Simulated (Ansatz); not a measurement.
## InH2Cl (SMILES [H][In]([H])[Cl]): the electronic atomisation energy, rung by rung

The species is InH2Cl (4 atoms), meant as a singlet with charge 0. As SMILES, `[H][In]([H])[Cl]`. Geometry: a GFN2-xTB relaxation, a rough one for these elements and not checked as a minimum.

Quantity: the electronic atomisation energy, in eV. The values are calculated. Electronic energies at fixed atoms, without zero-point motion or spin-orbit coupling.

```tsv
level	kind	program	value (eV)	less FCI/STO-3G	CPU time (all runs)
revPBE/STO-3G	GGA	Ansatz	14.37	+1.90	4.5 s
r2SCAN/STO-3G	meta-GGA	Ansatz	14.78	+2.31	14 s
PBE0/STO-3G	global hybrid	Ansatz	14.29	+1.82	3.6 s
r2SCAN0/STO-3G	hybrid meta-GGA	Ansatz	14.42	+1.95	10 s
CAM-B3LYP/STO-3G	range-separated hybrid	Ansatz	14.63	+2.16	4.3 s
B2PLYP/STO-3G	double hybrid	Ansatz	13.75	+1.28	4.8 s
RPA@PBE/STO-3G	RPA	Ansatz	11.29	-1.18	6.1 s
MP2/STO-3G	perturbation theory	Ansatz	12.39	-0.08	1 s
CCSDT/STO-3G	coupled cluster or CI	Ansatz	12.47	0.00	2.2 s
FCI/STO-3G	exact in the basis	Ansatz	12.47	0.00	6.9 s
```

FCI/STO-3G is exact within its basis and frozen core, so for wave-function methods in that basis the difference is their error; functionals converge differently with the basis, so for them it is only a difference. All-electron rows without a relativistic Hamiltonian named are non-relativistic. The values span 11.29 to 14.78 eV. All rows use very small basis sets, so none should be taken for the real molecule's value. In the correlated wave-function rows the outer d shell of In is correlated, in sets not made for it. In so small a basis fixed costs decide the times, and correlated methods can beat functionals. CPU times are rough (shared hosts, several kinds of processor and program).

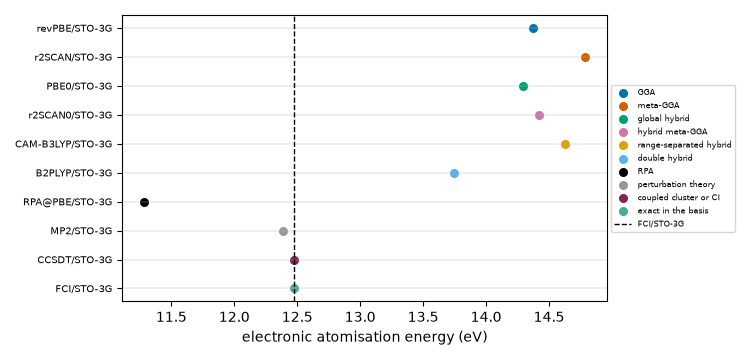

The values of the table, level by level.
